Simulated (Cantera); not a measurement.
A closed system holds: 1 mol HF, 0.13 mol H2O, 0.37 mol O2, held at 0.133 bar.

These are equilibrium values from Cantera (NASA tables, ideal gas, pure condensed phases), not measurements of a reactor. Candidate condensed phases: H2O; 22 gas species. Kinetics and transport are ignored.

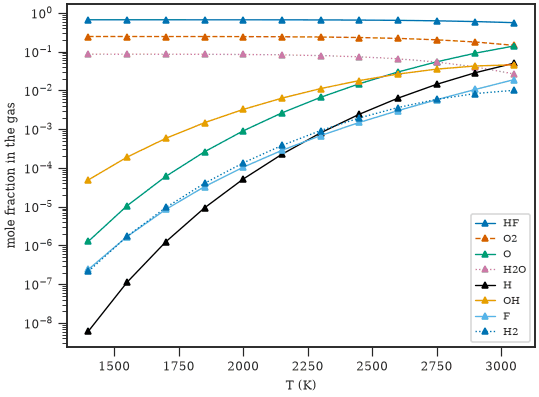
Figure. Equilibrium gas composition (values under 1e-9 drawn at 1e-9)

Q: Read off the mole fractions at 3050 K.

A: HF about 0.56, O2 about 0.15, O about 0.14, H about 0.051, OH about 0.046, H2O about 0.027, F about 0.019, H2 about 0.010.
